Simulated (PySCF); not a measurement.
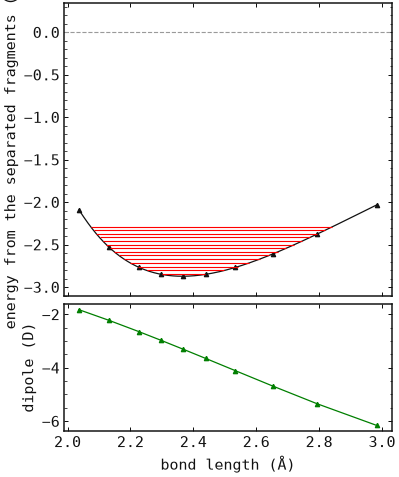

Bond curve of a diatomic species. PBE0, Gaussian basis, PySCF 2.14.0, UKS. One reference determinant with the occupation held, the lowest that a PBE0 search over spins and occupations found; no spin-orbit coupling. Zero is the separated fragments in their ground configurations, without counterpoise. 2 further points of the run are not drawn. Horizontal lines: vibrational levels from ωe and ωexe, starting at v = 0. The dipole is positive if the first atom is negative.

> Which species is it?
A. AlH, singlet
B. NaO, doublet
C. NaI, singlet
D. MgBr, doublet

Option D, MgBr, doublet (excess alpha electrons: σ +1). A fit to the curve gives re = 2.365 Å, ωe = 366 cm⁻¹, ωexe = 1.4 cm⁻¹, De = 2.87 eV (PBE0/cc-pVTZ(-PP) (ECP)).

Note: lowest determinant of a PBE0 search, another state may lie lower; spin-orbit coupling is left out; it can lower the fragment Br more than the molecule, and De with it.
